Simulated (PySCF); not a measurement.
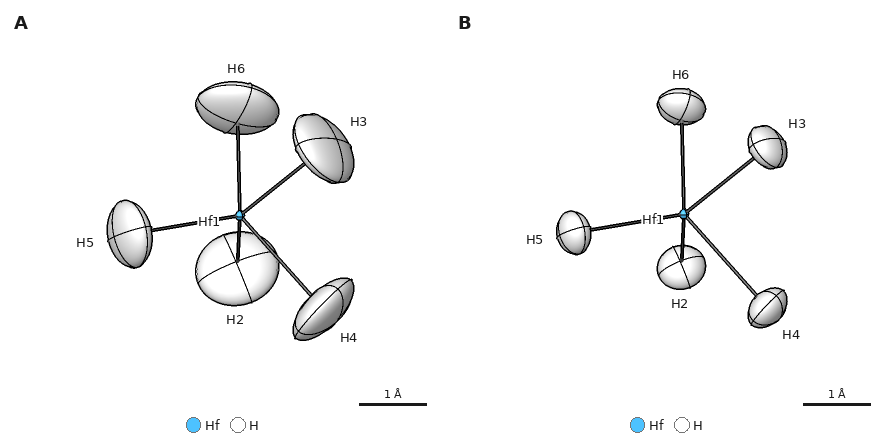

Displacement ellipsoids at the 50 % level, scaled by 1.5, from the internal vibrations of the free molecule (harmonic, no overall translation or rotation; no half-axis is drawn under 0.075 Å). The species has charge −1 and is a spin singlet. Vibrations computed with RKS-based PBE0, Hf def2-TZVPD with ECP60, H def2-TZVPD; scalar-relativistic core potentials; density fitting (PySCF 2.14.0). One panel is for 100 K, the other for 900 K.

Which panel is for 900 K?

A.

How much does the mean-square displacement of H2 grow, and why?

U_eq goes from 0.0197 to 0.0507 Å², a factor of 2.6. Modes below kT (626 cm⁻¹ at 900 K) grow about in proportion to T, and the lowest lies at 343 cm⁻¹; the mean-square amplitude of a mode is its zero-point value times coth(ħω/2kT), which comes close to 1 only above about 3kT.

The search tried a few shapes and spins; others may lie lower.
